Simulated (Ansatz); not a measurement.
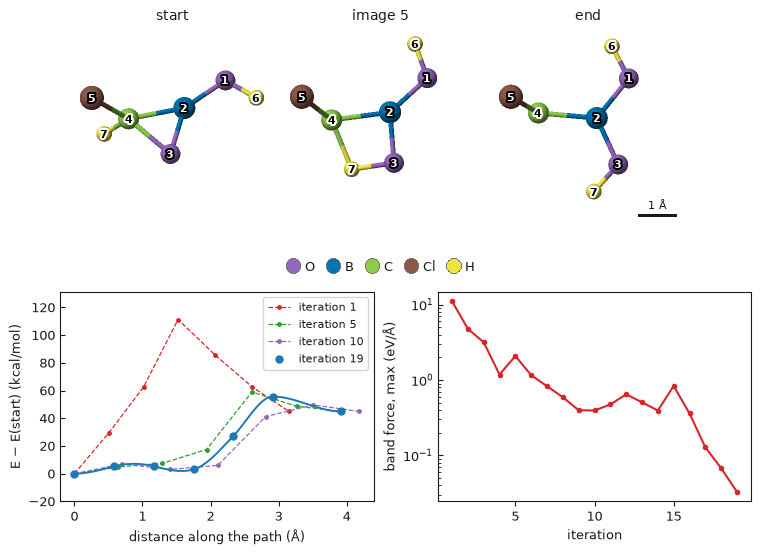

A nudged-elastic-band calculation for CH2BClO2. Images are numbered from 0 (start) to 6 (end). The plot follows the band through its iterations. Style: ball-and-stick. Shown from a free direction.

These are results of RKS PBE-D4/def2-SVP in Ansatz, not measurements. Set-up: 5 movable images; climbing image; force threshold 0.05 eV/Å; iteration limit 60; starting path through a guess of the saddle point.

Did the band converge, and can the barrier be trusted?

Answer. The run is converged, with reservations. The band converged in 19 iterations. The largest component of the band force went from 11 to 0.033 eV/Å. The climbing image converged on the top of the path. Its vibrational analysis gives one imaginary mode (1299i cm⁻¹), as a transition state must have. The first iteration put the highest image at 111.3 kcal/mol. The energy climbs by 55.7 kcal/mol to image 5 and then falls by 10.8 kcal/mol, so the end point sits at +44.9 kcal/mol. The profile has 2 maxima (images 2, 5) with a dip at image 3 (+3.1 kcal/mol), so the process runs in steps.

The run took 64 s on 2 threads of AMD EPYC 9R14 (Zen 4), with other jobs on the host, peak memory 0.14 GiB.
